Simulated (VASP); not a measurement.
# Molecular dynamics of CH$_{14}$O$_{8}$ (part 4 of 5)

The same run, continued: CH$_{14}$O$_{8}$ (disordered cell, 23 atoms in the cell); Kohn-Sham DFT of a periodic cell, PBE with D3(BJ), VASP PAW PBE potentials, recommended, no spin polarisation (VASP 6.6.1); cutoff 520 eV, 1×1×1 k-mesh, fermi-dirac of 0.02 eV. It belongs to a series of runs on one base structure; here: dynamics from the start.

Geometry of the input (Å; fractional positions):
```
6.2403  0.0000  0.0000
0.0000  6.2403  0.0000
0.0000  0.0000  6.2403
O  0.5422  0.7128  0.8155
O  -0.0747  0.8865  0.9289
O  0.7681  0.2168  0.4095
O  0.2325  0.4951  0.5733
O  0.8097  0.5537  0.1666
O  0.9136  0.3222  0.8146
O  0.5118  0.1513  0.0949
O  0.2087  0.1570  0.2954
H  0.5585  0.6303  0.9472
H  0.4502  0.6261  0.7225
H  -0.0718  1.0422  0.9092
H  -0.2044  0.8420  0.8498
H  0.7885  0.3637  0.3458
H  0.9059  0.1485  0.3736
H  0.1652  0.6087  0.4903
H  0.2476  0.3734  0.4727
H  0.8658  0.6973  0.1292
H  0.8448  0.4675  0.0365
H  1.0330  0.3952  0.7388
H  0.8151  0.2857  0.6968
H  0.5980  0.1538  0.2365
H  0.2189  0.1651  -0.0355
C  0.3047  0.1585  0.1215
```

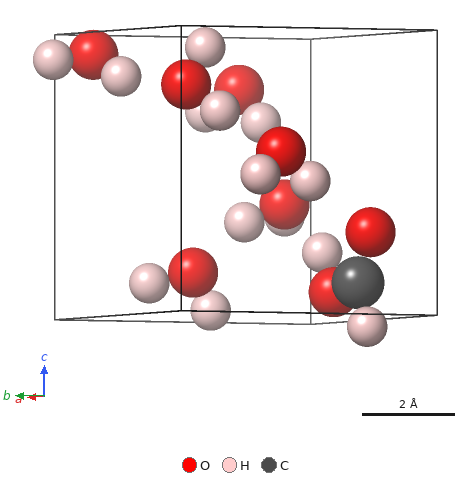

Figure 1. The geometry at step 0 of the log (spheres-only view of the cell of the calculation, seen at an oblique angle).

Parts of OUTCAR, continued
```
  FORCE on cell =-STRESS in cart. coord.  units (eV):
  Direction    XX          YY          ZZ          XY          YZ          ZX
  --------------------------------------------------------------------------------------
  -------------------------------------------------------------------------------------
  Total      -3.45526     3.16666     0.99644     1.88129     0.84905     1.03427
  in kB     -22.78164    20.87879     6.56988    12.40394     5.59805     6.81928
  external pressure =        1.56 kB  Pullay stress =        0.00 kB

 VOLUME and BASIS-vectors are now :
 -----------------------------------------------------------------------------
  energy-cutoff  :      520.00
  volume of cell :      243.00
      direct lattice vectors                 reciprocal lattice vectors
     6.240251000  0.000000000  0.000000000     0.160249964  0.000000000  0.000000000
     0.000000000  6.240251000  0.000000000     0.000000000  0.160249964  0.000000000
     0.000000000  0.000000000  6.240251000     0.000000000  0.000000000  0.160249964

 POSITION                                       TOTAL-FORCE (eV/Angst)
 -----------------------------------------------------------------------------------
      3.37821      4.35839      5.06507         0.494090      0.214759      0.648937
      5.80498      5.55369      5.64832        -0.557119     -0.380136     -0.179664
      4.78000      1.43107      2.47169         0.671352     -0.920064      0.215958
      1.60361      3.07595      3.67014        -1.445654      0.435098     -0.824605
      5.11408      3.48467      0.97668        -0.612546      0.243668      2.083528
      5.70638      2.07594      5.15234        -0.529667     -0.279474     -1.019198
      3.19190      0.98239      0.65065        -1.782639     -0.053119      0.342593
      1.21828      1.05691      1.84822         0.258663     -0.150107     -0.647392
      3.34155      3.74331      5.83567        -0.080554      0.444513     -0.598428
      2.74950      4.03757      4.38680        -0.007724     -0.362777      0.162674
      5.92719      0.26444      5.52698         0.191040      0.622176      0.091465
      4.89782      5.42245      5.26509         0.122615     -0.416100      0.158032
      4.82537      2.36026      2.11156         0.281741      0.522206     -0.264483
      5.67856      1.04112      2.18625        -0.649815      0.459986      0.245840
      0.93986      3.66782      3.21607         0.768839     -0.395273      0.333244
      1.56860      2.25073      3.11493         0.234192     -0.005067     -0.062790
      5.39694      4.36247      0.69686         0.349508      1.066960     -0.230733
      5.14463      2.96316      0.17477         0.324782     -1.036297     -1.377475
      0.16878      2.66047      4.78073         0.166222     -0.258925     -0.025268
      5.12333      1.87721      4.36064         0.440360      0.151028      0.551275
      3.82826      1.02503      1.57996        -0.653191      0.064616     -0.531614
      1.35972      1.10833      6.07199        -0.610356     -0.108274     -1.397047
      1.85405      1.02296      0.76284         2.621215      0.151472      2.326629
 -----------------------------------------------------------------------------------
    total drift:                               -0.004649      0.010869      0.001477

  FREE ENERGIE OF THE ION-ELECTRON SYSTEM (eV)
  ---------------------------------------------------
  free  energy   TOTEN  =      -118.3497315213 eV

  energy  without entropy=     -118.3497315213  energy(sigma->0) =     -118.34973152

  ENERGY OF THE ELECTRON-ION-THERMOSTAT SYSTEM (eV)
  ---------------------------------------------------
% ion-electron   TOTEN  =      -118.349732  see above
  kinetic energy EKIN   =         0.728417
  kin. lattice  EKIN_LAT=         0.000000  (temperature  245.01 K)
  nose potential ES     =         0.000000
  nose kinetic   EPS    =         0.000000
  ---------------------------------------------------
  total energy   ETOTAL =      -117.621315 eV

--------------------------------------- Ionic step       40  -------------------------------------------

 number of electron      66.0000004 magnetization

 Free energy of the ion-electron system (eV)
  ---------------------------------------------------
  ext. energy  EPLUGINS =         0.00000000
  ---------------------------------------------------
  free energy    TOTEN  =      -117.49300236 eV

  energy without entropy =     -117.49300236  energy(sigma->0) =     -117.49300236

 E-fermi :  -2.7225     XC(G=0):  -6.7850     alpha+bet : -4.4686

 val. band max:       -3.2896634190   @ k =   0.0000   0.0000   0.0000
 cond. band min:       1.5401528918   @ k =   0.0000   0.0000   0.0000
 fundamental gap:      4.8298163107
 Fermi energy:        -2.7225302701

 k-point     1 :       0.0000    0.0000    0.0000
  band No.  band energies     occupation
      1     -23.9384      2.00000
      2     -22.9571      2.00000
      3     -22.7257      2.00000
      4     -22.2232      2.00000
      5     -21.7849      2.00000
      6     -21.6291      2.00000
      7     -21.2443      2.00000
      8     -21.0211      2.00000
      9     -12.7260      2.00000
     10     -10.7012      2.00000
     11     -10.3720      2.00000
     12     -10.0832      2.00000
     13      -9.8763      2.00000
     14      -9.6655      2.00000
     15      -9.4632      2.00000
     16      -8.9884      2.00000
     17      -8.6966      2.00000
     18      -7.5684      2.00000
     19      -7.3816      2.00000
     20      -7.1560      2.00000
     21      -6.9006      2.00000
     22      -6.4731      2.00000
     23      -6.1103      2.00000
     24      -5.2793      2.00000
     25      -4.8288      2.00000
     26      -4.7502      2.00000
     27      -4.6250      2.00000
     28      -4.4551      2.00000
     29      -4.2406      2.00000
     30      -3.8516      2.00000
     31      -3.7498      2.00000
     32      -3.5215      2.00000
     33      -3.2897      2.00000
     34       1.5402      0.00000
     35       1.6078      0.00000
     36       4.6642      0.00000
     37       4.7565      0.00000
     38       5.1646      0.00000
     39       5.5115      0.00000
     40       5.8706      0.00000
     41       6.1747      0.00000
     42       6.8223      0.00000
     43       7.0391      0.00000
     44       7.3502      0.00000
     45       7.6118      0.00000

------------------------ aborting loop because EDIFF is reached ----------------------------------------

 Edisp (eV)   -0.84782

 E8    (eV) :    -0.1805

  FORCE on cell =-STRESS in cart. coord.  units (eV):
  Direction    XX          YY          ZZ          XY          YZ          ZX
  --------------------------------------------------------------------------------------
  -------------------------------------------------------------------------------------
  Total      -3.37463     2.99429     0.90178     1.53403     0.81801     1.02222
  in kB     -22.25003    19.74234     5.94576    10.11434     5.39343     6.73985
  external pressure =        1.15 kB  Pullay stress =        0.00 kB

 VOLUME and BASIS-vectors are now :
 -----------------------------------------------------------------------------
  energy-cutoff  :      520.00
  volume of cell :      243.00
      direct lattice vectors                 reciprocal lattice vectors
     6.240251000  0.000000000  0.000000000     0.160249964  0.000000000  0.000000000
     0.000000000  6.240251000  0.000000000     0.000000000  0.160249964  0.000000000
     0.000000000  0.000000000  6.240251000     0.000000000  0.000000000  0.160249964

 POSITION                                       TOTAL-FORCE (eV/Angst)
 -----------------------------------------------------------------------------------
      3.37939      4.35873      5.06483         0.430917     -0.032148      0.846277
      5.80390      5.55294      5.64525        -0.466206      0.195396     -0.234065
      4.78158      1.43681      2.47003         0.548973     -1.785964      0.593224
      1.60488      3.07600      3.67090        -1.492560      0.576978     -0.762543
      5.11531      3.48627      0.97655        -0.466636      0.493808      1.740054
      5.70749      2.07862      5.15284        -0.412854     -0.224642     -1.119763
      3.19149      0.98513      0.65400        -1.742829     -0.069109      0.376456
      1.21693      1.05976      1.84787         0.179948     -0.180962     -0.542922
      3.34675      3.72435      5.82902        -0.050459      0.662807     -0.782856
      2.74864      4.03764      4.38769         0.021566     -0.323472      0.153848
      5.92977      0.27625      5.52393         0.078224      0.036951      0.151620
      4.89473      5.42167      5.26577         0.142074     -0.382948      0.150703
      4.83660      2.34513      2.12482         0.271061      1.446869     -0.604569
      5.67072      1.03963      2.18189        -0.500379      0.384221      0.232051
      0.94230      3.66561      3.21049         0.785102     -0.388138      0.362583
      1.56967      2.25362      3.11970         0.249311     -0.163916     -0.156358
      5.38771      4.37647      0.69316         0.233297      0.631490     -0.140596
      5.14122      2.96471      0.16734         0.337607     -0.832574     -1.114071
      0.17942      2.65630      4.77737         0.051517     -0.330731      0.045781
      5.12823      1.87774      4.35858         0.437639      0.156184      0.575465
      3.83043      1.03283      1.58400        -0.710720      0.049626     -0.580731
      1.36622      1.11436      6.07134        -0.635600     -0.131667     -1.383459
      1.85293      1.02228      0.76583         2.707473      0.223507      2.195096
 -----------------------------------------------------------------------------------
    total drift:                               -0.003535      0.011567      0.001226

  FREE ENERGIE OF THE ION-ELECTRON SYSTEM (eV)
  ---------------------------------------------------
  free  energy   TOTEN  =      -118.3408204886 eV

  energy  without entropy=     -118.3408204886  energy(sigma->0) =     -118.34082049

  ENERGY OF THE ELECTRON-ION-THERMOSTAT SYSTEM (eV)
  ---------------------------------------------------
% ion-electron   TOTEN  =      -118.340820  see above
  kinetic energy EKIN   =         0.746162
  kin. lattice  EKIN_LAT=         0.000000  (temperature  250.98 K)
  nose potential ES     =         0.000000
  nose kinetic   EPS    =         0.000000
  ---------------------------------------------------
  total energy   ETOTAL =      -117.594658 eV
```

CONTCAR
```
H14CO8
   1.00000000000000
     6.2402509999999998    0.0000000000000000    0.0000000000000000
     0.0000000000000000    6.2402509999999998    0.0000000000000000
     0.0000000000000000    0.0000000000000000    6.2402509999999998
  O               H               C
     8    14     1
Direct
     0.5415468101745678    0.6984871248526342    0.8116384444680466
     0.9300748317020346    0.8898590235085839    0.9046503444756424
     0.7662474997301403    0.2302481303273834    0.3958222561016965
     0.2571825363870310    0.4929292140973788    0.5882609451798400
     0.8197275754121449    0.5586742210884593    0.1564918711090712
     0.9146252325245898    0.3330982288528754    0.8257417636517971
     0.5114359721108008    0.1578666458803498    0.1048035815758482
     0.1950126945294176    0.1698266879594918    0.2961204509858564
     0.5363165675045852    0.5968267998916318    0.9341000158005036
     0.4404699031293395    0.6470322772600001    0.7031274803302331
     0.9502454679074973    0.0442690649524875    0.8852102612002547
     0.7843803372777837    0.8688218161009510    0.8438394591349536
     0.7750648153338086    0.3758068934960568    0.3405026623473686
     0.9087331618914465    0.1665999626308552    0.3496471246070050
     0.1510040784957068    0.5874135403577940    0.5144804433975516
     0.2515394794932176    0.3611423133706234    0.4999314269312172
     0.8633795440662627    0.7013296226168034    0.1110784174810411
     0.8238806040719245    0.4750951111079193    0.0268166535697054
     0.0287526911965011    0.4256712551490686    0.7655736693950550
     0.8217982873182361    0.3009084647033480    0.6984626365043033
     0.6138254833541259    0.1655101951631829    0.2538355655349598
     0.2189369978434675    0.1785763023833028    0.9729318749612087
     0.2969326223189232    0.1638198274726234    0.1227248236421390

  0.26243411E-02  0.25576476E-03  0.27678409E-03
 -0.25882152E-02 -0.11053007E-02 -0.60263581E-02
  0.27563982E-02  0.11485067E-01 -0.35149821E-02
  0.21990375E-02  0.17914097E-02  0.11464897E-02
  0.33624513E-02  0.30013559E-02  0.47939004E-03
  0.11237913E-02  0.57418714E-02  0.41481632E-03
 -0.66290139E-03  0.44986573E-02  0.69011472E-02
 -0.24964086E-02  0.59348733E-02 -0.73110385E-03
  0.10410676E-01 -0.31583239E-01 -0.17184522E-01
 -0.16927670E-02 -0.29513863E-02 -0.26198284E-03
  0.86926547E-02  0.23096460E-01 -0.60670955E-02
 -0.16943560E-02 -0.51843643E-02  0.11130584E-02
  0.21148445E-01 -0.24335676E-01  0.22129055E-01
 -0.22243457E-01 -0.22640701E-02 -0.11145580E-01
  0.54058631E-02 -0.55766387E-02 -0.98855710E-02
  0.92015573E-04  0.10070073E-01  0.15650254E-01
 -0.16101529E-01  0.29955485E-01 -0.48239048E-02
 -0.30899879E-02 -0.97542972E-03 -0.22412519E-01
  0.22528085E-01 -0.14001514E-01 -0.77946338E-02
  0.12321883E-01  0.20104752E-02 -0.19088982E-02
  0.15228496E-02  0.18719662E-01  0.83460687E-02
  0.10239272E-01  0.92591420E-02 -0.10408105E-01
 -0.66368280E-03 -0.13100818E-02  0.64554100E-02

           1
  0.500000000000000
  0.10000000E+01  0.00000000E+00  0.00000000E+00  0.00000000E+00
  0.54175709E+00  0.69850762E+00  0.81166062E+00
  0.92986745E+00  0.88977046E+00  0.90416748E+00
  0.76646836E+00  0.23116837E+00  0.39554062E+00
  0.25735873E+00  0.49307275E+00  0.58835281E+00
  0.81999699E+00  0.55891470E+00  0.15653028E+00
  0.91471528E+00  0.33355830E+00  0.82577500E+00
  0.51138286E+00  0.15822710E+00  0.10535654E+00
  0.19481267E+00  0.17030222E+00  0.29606187E+00
  0.53715072E+00  0.59429619E+00  0.93272311E+00
  0.44033427E+00  0.64679580E+00  0.70310649E+00
  0.95094197E+00  0.46119668E-01  0.88472414E+00
  0.78424458E+00  0.86840642E+00  0.84392864E+00
  0.77675933E+00  0.37385700E+00  0.34227575E+00
  0.90695091E+00  0.16641855E+00  0.34875409E+00
  0.15143722E+00  0.58696671E+00  0.51368836E+00
  0.25154685E+00  0.36194918E+00  0.50118540E+00
  0.86208941E+00  0.70372981E+00  0.11069190E+00
  0.82363302E+00  0.47501695E+00  0.25020851E-01
  0.30557754E-01  0.42454938E+00  0.76494912E+00
  0.82278558E+00  0.30106955E+00  0.69830969E+00
  0.61394750E+00  0.16701011E+00  0.25450429E+00
  0.21975742E+00  0.17931819E+00  0.97209793E+00
  0.29687944E+00  0.16371486E+00  0.12324206E+00
  0.00000000E+00  0.00000000E+00  0.00000000E+00
  0.00000000E+00  0.00000000E+00  0.00000000E+00
  0.00000000E+00  0.00000000E+00  0.00000000E+00
  0.00000000E+00  0.00000000E+00  0.00000000E+00
  0.00000000E+00  0.00000000E+00  0.00000000E+00
  0.00000000E+00  0.00000000E+00  0.00000000E+00
  0.00000000E+00  0.00000000E+00  0.00000000E+00
  0.00000000E+00  0.00000000E+00  0.00000000E+00
  0.00000000E+00  0.00000000E+00  0.00000000E+00
  0.00000000E+00  0.00000000E+00  0.00000000E+00
  0.00000000E+00  0.00000000E+00  0.00000000E+00
  0.00000000E+00  0.00000000E+00  0.00000000E+00
  0.00000000E+00  0.00000000E+00  0.00000000E+00
  0.00000000E+00  0.00000000E+00  0.00000000E+00
  0.00000000E+00  0.00000000E+00  0.00000000E+00
  0.00000000E+00  0.00000000E+00  0.00000000E+00
  0.00000000E+00  0.00000000E+00  0.00000000E+00
  0.00000000E+00  0.00000000E+00  0.00000000E+00
  0.00000000E+00  0.00000000E+00  0.00000000E+00
  0.00000000E+00  0.00000000E+00  0.00000000E+00
  0.00000000E+00  0.00000000E+00  0.00000000E+00
  0.00000000E+00  0.00000000E+00  0.00000000E+00
  0.00000000E+00  0.00000000E+00  0.00000000E+00
  0.00000000E+00  0.00000000E+00  0.00000000E+00
  0.00000000E+00  0.00000000E+00  0.00000000E+00
  0.00000000E+00  0.00000000E+00  0.00000000E+00
  0.00000000E+00  0.00000000E+00  0.00000000E+00
  0.00000000E+00  0.00000000E+00  0.00000000E+00
  0.00000000E+00  0.00000000E+00  0.00000000E+00
  0.00000000E+00  0.00000000E+00  0.00000000E+00
  0.00000000E+00  0.00000000E+00  0.00000000E+00
  0.00000000E+00  0.00000000E+00  0.00000000E+00
  0.00000000E+00  0.00000000E+00  0.00000000E+00
  0.00000000E+00  0.00000000E+00  0.00000000E+00
  0.00000000E+00  0.00000000E+00  0.00000000E+00
  0.00000000E+00  0.00000000E+00  0.00000000E+00
  0.00000000E+00  0.00000000E+00  0.00000000E+00
  0.00000000E+00  0.00000000E+00  0.00000000E+00
  0.00000000E+00  0.00000000E+00  0.00000000E+00
  0.00000000E+00  0.00000000E+00  0.00000000E+00
  0.00000000E+00  0.00000000E+00  0.00000000E+00
  0.00000000E+00  0.00000000E+00  0.00000000E+00
  0.00000000E+00  0.00000000E+00  0.00000000E+00
  0.00000000E+00  0.00000000E+00  0.00000000E+00
  0.00000000E+00  0.00000000E+00  0.00000000E+00
  0.00000000E+00  0.00000000E+00  0.00000000E+00
```

Trajectory as extended XYZ (Å, eV, eV/Å), 4 of the 40 frames kept, from step=0 to step=39
```
23
Lattice="6.2403 0.0000 0.0000 0.0000 6.2403 0.0000 0.0000 0.0000 6.2403" Properties=species:S:1:pos:R:3:forces:R:3 step=0 energy=-118.88659 temperature=307.5
O     3.3836    4.4481    5.0889    0.0124   0.0155   0.0347
O     5.7742    5.5323    5.7967   -0.0453  -0.0108   0.0401
O     4.7933    1.3527    2.5552   -0.0251  -0.0337   0.0341
O     1.4508    3.0893    3.5775    0.0256   0.0608   0.0120
O     5.0529    3.4550    1.0398   -0.0298  -0.0755   0.0461
O     5.7014    2.0105    5.0836    0.0412  -0.0110   0.1074
O     3.1938    0.9440    0.5923   -0.0070   0.0495   0.0025
O     1.3025    0.9795    1.8435   -0.1135   0.1101   0.1200
H     3.4855    3.9330    5.9110    0.0402  -0.0131   0.0978
H     2.8091    3.9067    4.5087   -0.0889  -0.0249  -0.1285
H     5.7921    0.2631    5.6738    0.0351   0.1284   0.0205
H     4.9649    5.2544    5.3029   -0.0829  -0.0772  -0.0307
H     4.9207    2.2695    2.1579   -0.0263   0.1469  -0.0469
H     5.6528    0.9265    2.3316    0.0475  -0.0683  -0.0108
H     1.0309    3.7982    3.0598   -0.0418   0.0936  -0.0144
H     1.5450    2.3299    2.9495    0.0454  -0.1354  -0.0406
H     5.4031    4.3514    0.8065    0.0330   0.1375  -0.0225
H     5.2716    2.9176    0.2279    0.0201  -0.0574  -0.0652
H     0.2059    2.4661    4.6103    0.0468   0.0168   0.0122
H     5.0863    1.7827    4.3480   -0.0520  -0.0107  -0.0712
H     3.7314    0.9597    1.4758    0.0907   0.0349   0.0790
H     1.3658    1.0304    6.0185    0.1875  -0.0663   0.3771
C     1.9016    0.9888    0.7584   -0.1118  -0.2049  -0.5594
```
